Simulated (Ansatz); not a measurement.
## Molecular dynamics of HfHClOF2 (part 4 of 4)

HfHClOF2; RHF/def2-SVP (Ansatz 0.2.0). It belongs to a series of runs on one base structure; here: dynamics from the last frame of an earlier run.

Geometry of the input (Å):
```
Hf -0.0868  -0.0169  -0.0402
O  -0.4064  -0.1661  1.8748
H  -0.9610  -0.2425  2.6396
F  1.7597  0.1062  -0.5291
Cl -1.2209  1.8258  -0.8611
F  -0.8958  -1.3110  -1.1180
```

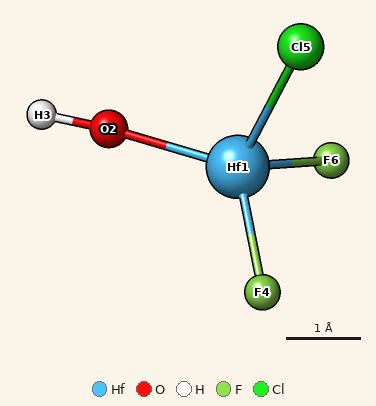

*The geometry at step 86 of the log (ball-and-stick view, seen at a tilt; atoms are numbered from 1 in the order of the input).*

## Trajectory as extended XYZ, continued
```
6
Properties=species:S:1:pos:R:3:forces:R:3 step=72 time_fs=18.0 energy=-21259.05368 temperature=440.2
Hf   -0.0841   -0.0190   -0.0266   -1.5134  -0.3630  -1.7305
O    -0.4909   -0.1871    1.8180   -0.0513  -0.1142   1.6543
H    -0.6793   -0.1899    2.7567    0.1939  -0.0485  -1.0037
F     1.7144    0.1099   -0.5987    0.8556   0.0317   0.1439
Cl   -1.2183    1.9078   -0.8673    0.1195   0.0099   0.1521
F    -0.8394   -1.4359   -1.1293    0.3957   0.4841   0.7839
6
Properties=species:S:1:pos:R:3:forces:R:3 step=73 time_fs=18.2 energy=-21259.05173 temperature=436.4
Hf   -0.0843   -0.0190   -0.0265   -1.4883  -0.3651  -1.7720
O    -0.4920   -0.1876    1.8175   -0.0560  -0.1127   1.7435
H    -0.6747   -0.1895    2.7589    0.1995  -0.0496  -1.0859
F     1.7152    0.1100   -0.5997    0.8147   0.0293   0.1585
Cl   -1.2183    1.9092   -0.8674    0.1274  -0.0067   0.1586
F    -0.8385   -1.4378   -1.1291    0.4027   0.5048   0.7974
6
Properties=species:S:1:pos:R:3:forces:R:3 step=74 time_fs=18.5 energy=-21259.05006 temperature=433.2
Hf   -0.0844   -0.0191   -0.0264   -1.4625  -0.3668  -1.8113
O    -0.4931   -0.1880    1.8171   -0.0554  -0.1109   1.8104
H    -0.6700   -0.1892    2.7607    0.2002  -0.0509  -1.1478
F     1.7160    0.1101   -0.6007    0.7730   0.0270   0.1732
Cl   -1.2183    1.9106   -0.8675    0.1353  -0.0234   0.1651
F    -0.8376   -1.4398   -1.1288    0.4094   0.5251   0.8104
6
Properties=species:S:1:pos:R:3:forces:R:3 step=75 time_fs=18.8 energy=-21259.04877 temperature=430.7
Hf   -0.0846   -0.0191   -0.0262   -1.4360  -0.3682  -1.8481
O    -0.4941   -0.1885    1.8168   -0.0500  -0.1088   1.8542
H    -0.6653   -0.1889    2.7622    0.1964  -0.0523  -1.1886
F     1.7169    0.1102   -0.6017    0.7306   0.0245   0.1882
Cl   -1.2184    1.9120   -0.8676    0.1432  -0.0401   0.1715
F    -0.8367   -1.4417   -1.1286    0.4157   0.5449   0.8229
6
Properties=species:S:1:pos:R:3:forces:R:3 step=76 time_fs=19.0 energy=-21259.04791 temperature=429.0
Hf   -0.0847   -0.0192   -0.0261   -1.4088  -0.3692  -1.8824
O    -0.4952   -0.1890    1.8165   -0.0398  -0.1064   1.8742
H    -0.6605   -0.1886    2.7633    0.1884  -0.0538  -1.2079
F     1.7178    0.1103   -0.6027    0.6875   0.0220   0.2032
Cl   -1.2184    1.9133   -0.8677    0.1511  -0.0568   0.1779
F    -0.8358   -1.4436   -1.1283    0.4218   0.5641   0.8349
6
Properties=species:S:1:pos:R:3:forces:R:3 step=77 time_fs=19.2 energy=-21259.04751 temperature=428.3
Hf   -0.0849   -0.0192   -0.0260   -1.3812  -0.3698  -1.9141
O    -0.4963   -0.1894    1.8163   -0.0254  -0.1038   1.8704
H    -0.6557   -0.1884    2.7641    0.1764  -0.0553  -1.2054
F     1.7187    0.1104   -0.6037    0.6438   0.0195   0.2184
Cl   -1.2184    1.9147   -0.8678    0.1589  -0.0735   0.1842
F    -0.8348   -1.4454   -1.1280    0.4274   0.5828   0.8465
6
Properties=species:S:1:pos:R:3:forces:R:3 step=78 time_fs=19.5 energy=-21259.04758 temperature=428.4
Hf   -0.0850   -0.0193   -0.0259   -1.3530  -0.3700  -1.9433
O    -0.4974   -0.1899    1.8162   -0.0070  -0.1009   1.8425
H    -0.6508   -0.1881    2.7645    0.1610  -0.0568  -1.1811
F     1.7197    0.1106   -0.6047    0.5995   0.0169   0.2338
Cl   -1.2184    1.9161   -0.8679    0.1667  -0.0902   0.1905
F    -0.8339   -1.4473   -1.1277    0.4328   0.6010   0.8576
6
Properties=species:S:1:pos:R:3:forces:R:3 step=79 time_fs=19.8 energy=-21259.04807 temperature=429.3
Hf   -0.0852   -0.0193   -0.0259   -1.3245  -0.3699  -1.9699
O    -0.4985   -0.1904    1.8161    0.0148  -0.0980   1.7909
H    -0.6459   -0.1879    2.7645    0.1425  -0.0582  -1.1351
F     1.7207    0.1107   -0.6056    0.5548   0.0143   0.2492
Cl   -1.2184    1.9175   -0.8679    0.1745  -0.1069   0.1968
F    -0.8329   -1.4491   -1.1273    0.4379   0.6187   0.8681
6
Properties=species:S:1:pos:R:3:forces:R:3 step=80 time_fs=20.0 energy=-21259.04890 temperature=430.9
Hf   -0.0854   -0.0194   -0.0258   -1.2956  -0.3694  -1.9940
O    -0.4995   -0.1909    1.8162    0.0396  -0.0949   1.7162
H    -0.6409   -0.1876    2.7642    0.1215  -0.0596  -1.0680
F     1.7216    0.1108   -0.6066    0.5097   0.0116   0.2646
Cl   -1.2184    1.9189   -0.8680    0.1822  -0.1236   0.2030
F    -0.8319   -1.4509   -1.1270    0.4426   0.6358   0.8782
6
Properties=species:S:1:pos:R:3:forces:R:3 step=81 time_fs=20.2 energy=-21259.04997 temperature=433.0
Hf   -0.0855   -0.0194   -0.0257   -1.2663  -0.3686  -2.0157
O    -0.5006   -0.1914    1.8162    0.0670  -0.0918   1.6191
H    -0.6359   -0.1874    2.7636    0.0983  -0.0607  -0.9804
F     1.7226    0.1109   -0.6076    0.4642   0.0089   0.2802
Cl   -1.2184    1.9203   -0.8681    0.1899  -0.1402   0.2092
F    -0.8309   -1.4527   -1.1265    0.4469   0.6524   0.8877
6
Properties=species:S:1:pos:R:3:forces:R:3 step=82 time_fs=20.5 energy=-21259.05116 temperature=435.3
Hf   -0.0857   -0.0195   -0.0256   -1.2368  -0.3673  -2.0349
O    -0.5017   -0.1919    1.8164    0.0963  -0.0888   1.5008
H    -0.6309   -0.1873    2.7627    0.0735  -0.0617  -0.8736
F     1.7237    0.1110   -0.6085    0.4185   0.0062   0.2957
Cl   -1.2184    1.9217   -0.8682    0.1975  -0.1568   0.2152
F    -0.8299   -1.4545   -1.1261    0.4510   0.6684   0.8968
6
Properties=species:S:1:pos:R:3:forces:R:3 step=83 time_fs=20.8 energy=-21259.05232 temperature=437.5
Hf   -0.0859   -0.0196   -0.0256   -1.2070  -0.3657  -2.0519
O    -0.5028   -0.1924    1.8166    0.1270  -0.0857   1.3629
H    -0.6258   -0.1871    2.7616    0.0478  -0.0624  -0.7488
F     1.7247    0.1111   -0.6094    0.3725   0.0035   0.3113
Cl   -1.2184    1.9231   -0.8682    0.2051  -0.1733   0.2213
F    -0.8288   -1.4562   -1.1256    0.4546   0.6837   0.9052
6
Properties=species:S:1:pos:R:3:forces:R:3 step=84 time_fs=21.0 energy=-21259.05332 temperature=439.4
Hf   -0.0861   -0.0196   -0.0255   -1.1770  -0.3637  -2.0667
O    -0.5038   -0.1929    1.8168    0.1585  -0.0829   1.2073
H    -0.6207   -0.1869    2.7602    0.0215  -0.0629  -0.6078
F     1.7257    0.1112   -0.6104    0.3265   0.0007   0.3268
Cl   -1.2184    1.9245   -0.8683    0.2126  -0.1898   0.2272
F    -0.8278   -1.4580   -1.1251    0.4580   0.6985   0.9132
6
Properties=species:S:1:pos:R:3:forces:R:3 step=85 time_fs=21.2 energy=-21259.05402 temperature=440.8
Hf   -0.0863   -0.0197   -0.0255   -1.1468  -0.3612  -2.0795
O    -0.5049   -0.1934    1.8171    0.1903  -0.0801   1.0364
H    -0.6156   -0.1868    2.7586   -0.0048  -0.0631  -0.4529
F     1.7268    0.1113   -0.6113    0.2804  -0.0021   0.3423
Cl   -1.2184    1.9258   -0.8683    0.2200  -0.2061   0.2331
F    -0.8267   -1.4597   -1.1246    0.4609   0.7126   0.9206
6
Properties=species:S:1:pos:R:3:forces:R:3 step=86 time_fs=21.5 energy=-21259.05431 temperature=441.3
Hf   -0.0865   -0.0197   -0.0255   -1.1164  -0.3582  -2.0904
O    -0.5059   -0.1939    1.8175    0.2216  -0.0775   0.8529
H    -0.6106   -0.1867    2.7569   -0.0304  -0.0630  -0.2866
F     1.7278    0.1114   -0.6122    0.2343  -0.0049   0.3577
Cl   -1.2183    1.9272   -0.8684    0.2274  -0.2224   0.2389
F    -0.8256   -1.4614   -1.1240    0.4635   0.7260   0.9274
6
Properties=species:S:1:pos:R:3:forces:R:3 step=87 time_fs=21.8 energy=-21259.05410 temperature=440.9
Hf   -0.0867   -0.0198   -0.0254   -1.0858  -0.3548  -2.0996
O    -0.5070   -0.1944    1.8178    0.2521  -0.0752   0.6602
H    -0.6055   -0.1866    2.7551   -0.0548  -0.0627  -0.1119
F     1.7289    0.1115   -0.6131    0.1883  -0.0077   0.3731
Cl   -1.2183    1.9286   -0.8684    0.2346  -0.2385   0.2446
F    -0.8245   -1.4630   -1.1235    0.4657   0.7388   0.9336
6
Properties=species:S:1:pos:R:3:forces:R:3 step=88 time_fs=22.0 energy=-21259.05334 temperature=439.4
Hf   -0.0869   -0.0199   -0.0254   -1.0551  -0.3509  -2.1073
O    -0.5080   -0.1949    1.8182    0.2810  -0.0730   0.4619
H    -0.6004   -0.1865    2.7533   -0.0776  -0.0620   0.0675
F     1.7300    0.1116   -0.6140    0.1425  -0.0105   0.3884
Cl   -1.2183    1.9299   -0.8685    0.2417  -0.2544   0.2502
F    -0.8234   -1.4647   -1.1228    0.4675   0.7508   0.9392
6
Properties=species:S:1:pos:R:3:forces:R:3 step=89 time_fs=22.2 energy=-21259.05203 temperature=436.9
Hf   -0.0871   -0.0199   -0.0254   -1.0242  -0.3464  -2.1136
O    -0.5090   -0.1954    1.8186    0.3079  -0.0711   0.2622
H    -0.5954   -0.1865    2.7515   -0.0983  -0.0611   0.2480
F     1.7310    0.1118   -0.6149    0.0970  -0.0133   0.4035
Cl   -1.2183    1.9313   -0.8685    0.2487  -0.2702   0.2556
F    -0.8223   -1.4663   -1.1222    0.4689   0.7622   0.9443
6
Properties=species:S:1:pos:R:3:forces:R:3 step=90 time_fs=22.5 energy=-21259.05020 temperature=433.4
Hf   -0.0873   -0.0200   -0.0254   -0.9932  -0.3414  -2.1187
O    -0.5101   -0.1959    1.8191    0.3323  -0.0694   0.0654
H    -0.5904   -0.1865    2.7497   -0.1164  -0.0600   0.4252
F     1.7321    0.1119   -0.6157    0.0518  -0.0161   0.4185
Cl   -1.2182    1.9327   -0.8685    0.2556  -0.2858   0.2610
F    -0.8212   -1.4679   -1.1215    0.4699   0.7727   0.9487
6
Properties=species:S:1:pos:R:3:forces:R:3 step=91 time_fs=22.8 energy=-21259.04794 temperature=429.0
Hf   -0.0875   -0.0201   -0.0254   -0.9619  -0.3359  -2.1228
O    -0.5111   -0.1964    1.8195    0.3539  -0.0678  -0.1239
H    -0.5854   -0.1864    2.7481   -0.1318  -0.0587   0.5947
F     1.7332    0.1120   -0.6166    0.0070  -0.0188   0.4334
Cl   -1.2182    1.9340   -0.8686    0.2623  -0.3012   0.2662
F    -0.8200   -1.4694   -1.1208    0.4705   0.7824   0.9524
6
Properties=species:S:1:pos:R:3:forces:R:3 step=92 time_fs=23.0 energy=-21259.04537 temperature=424.1
Hf   -0.0877   -0.0201   -0.0254   -0.9306  -0.3297  -2.1261
O    -0.5120   -0.1970    1.8199    0.3724  -0.0664  -0.3009
H    -0.5805   -0.1864    2.7467   -0.1441  -0.0573   0.7521
F     1.7343    0.1121   -0.6174   -0.0373  -0.0216   0.4481
Cl   -1.2181    1.9354   -0.8686    0.2688  -0.3163   0.2713
F    -0.8188   -1.4710   -1.1201    0.4706   0.7914   0.9555
6
Properties=species:S:1:pos:R:3:forces:R:3 step=93 time_fs=23.2 energy=-21259.04263 temperature=418.8
Hf   -0.0879   -0.0202   -0.0254   -0.8991  -0.3229  -2.1286
O    -0.5130   -0.1975    1.8203    0.3878  -0.0651  -0.4611
H    -0.5756   -0.1865    2.7455   -0.1532  -0.0559   0.8929
F     1.7354    0.1122   -0.6182   -0.0810  -0.0243   0.4626
Cl   -1.2181    1.9367   -0.8686    0.2752  -0.3312   0.2763
F    -0.8177   -1.4725   -1.1193    0.4703   0.7995   0.9580
6
Properties=species:S:1:pos:R:3:forces:R:3 step=94 time_fs=23.5 energy=-21259.03989 temperature=413.5
Hf   -0.0881   -0.0203   -0.0254   -0.8674  -0.3155  -2.1306
O    -0.5140   -0.1980    1.8207    0.3999  -0.0638  -0.6001
H    -0.5708   -0.1865    2.7446   -0.1593  -0.0545   1.0130
F     1.7364    0.1123   -0.6190   -0.1242  -0.0270   0.4768
Cl   -1.2180    1.9380   -0.8686    0.2814  -0.3458   0.2811
F    -0.8165   -1.4740   -1.1185    0.4696   0.8067   0.9597
6
Properties=species:S:1:pos:R:3:forces:R:3 step=95 time_fs=23.8 energy=-21259.03732 temperature=408.6
Hf   -0.0884   -0.0203   -0.0254   -0.8356  -0.3075  -2.1321
O    -0.5149   -0.1985    1.8210    0.4090  -0.0625  -0.7141
H    -0.5660   -0.1865    2.7440   -0.1626  -0.0533   1.1087
F     1.7375    0.1124   -0.6198   -0.1667  -0.0297   0.4909
Cl   -1.2180    1.9394   -0.8687    0.2874  -0.3601   0.2858
F    -0.8153   -1.4755   -1.1177    0.4684   0.8131   0.9608
6
Properties=species:S:1:pos:R:3:forces:R:3 step=96 time_fs=24.0 energy=-21259.03505 temperature=404.2
Hf   -0.0886   -0.0204   -0.0255   -0.8037  -0.2988  -2.1333
O    -0.5159   -0.1991    1.8214    0.4152  -0.0611  -0.8000
H    -0.5612   -0.1866    2.7437   -0.1632  -0.0522   1.1770
F     1.7386    0.1125   -0.6206   -0.2085  -0.0323   0.5047
Cl   -1.2179    1.9407   -0.8687    0.2932  -0.3742   0.2903
F    -0.8140   -1.4769   -1.1168    0.4668   0.8186   0.9612
6
Properties=species:S:1:pos:R:3:forces:R:3 step=97 time_fs=24.2 energy=-21259.03320 temperature=400.6
Hf   -0.0888   -0.0205   -0.0255   -0.7716  -0.2894  -2.1341
O    -0.5168   -0.1996    1.8217    0.4191  -0.0595  -0.8554
H    -0.5565   -0.1867    2.7437   -0.1615  -0.0515   1.2156
F     1.7396    0.1126   -0.6213   -0.2495  -0.0349   0.5182
Cl   -1.2179    1.9420   -0.8687    0.2989  -0.3879   0.2947
F    -0.8128   -1.4783   -1.1160    0.4647   0.8232   0.9609
6
Properties=species:S:1:pos:R:3:forces:R:3 step=98 time_fs=24.5 energy=-21259.03184 temperature=398.0
Hf   -0.0891   -0.0206   -0.0256   -0.7395  -0.2794  -2.1346
O    -0.5177   -0.2001    1.8220    0.4209  -0.0577  -0.8792
H    -0.5519   -0.1868    2.7441   -0.1582  -0.0510   1.2233
F     1.7407    0.1127   -0.6221   -0.2897  -0.0375   0.5315
Cl   -1.2178    1.9433   -0.8687    0.3043  -0.4013   0.2989
F    -0.8115   -1.4797   -1.1150    0.4622   0.8269   0.9600
6
Properties=species:S:1:pos:R:3:forces:R:3 step=99 time_fs=24.8 energy=-21259.03098 temperature=396.3
Hf   -0.0893   -0.0206   -0.0256   -0.7073  -0.2687  -2.1348
O    -0.5185   -0.2007    1.8222    0.4214  -0.0557  -0.8709
H    -0.5473   -0.1869    2.7449   -0.1537  -0.0510   1.2000
F     1.7417    0.1128   -0.6228   -0.3291  -0.0400   0.5445
Cl   -1.2177    1.9446   -0.8686    0.3095  -0.4143   0.3030
F    -0.8103   -1.4811   -1.1141    0.4593   0.8297   0.9583
6
Properties=species:S:1:pos:R:3:forces:R:3 step=100 time_fs=25.0 energy=-21259.03060 temperature=395.6
Hf   -0.0895   -0.0207   -0.0257   -0.6750  -0.2573  -2.1347
O    -0.5194   -0.2012    1.8224    0.4209  -0.0533  -0.8316
H    -0.5428   -0.1870    2.7461   -0.1486  -0.0514   1.1462
F     1.7428    0.1129   -0.6235   -0.3677  -0.0425   0.5572
Cl   -1.2176    1.9459   -0.8686    0.3145  -0.4271   0.3069
F    -0.8090   -1.4824   -1.1131    0.4558   0.8316   0.9559
```

## Key numbers

| quantity | value |
| --- | --- |
| outcome | finished |
| mean temperature over the second half | 435 K |
| trajectory | 100 steps, 25 fs |
| ensemble | nve |
| temperature in the input | 300.0 K |
| time step | 0.25 fs |
| potential energy (last step) | −21259.0306 eV |
| mean-field energy (last step) | −21259.0306 eV |
| largest force (length of the vector) (last step) | 2.254 eV/Å |
| hardware | 1 thread of Intel Xeon (Granite Rapids), 32 GiB of memory available, shared host |
| wall time | 2.3 min |
| peak memory | 0.2 GiB |

## Notes

So short a trajectory is not equilibrated.
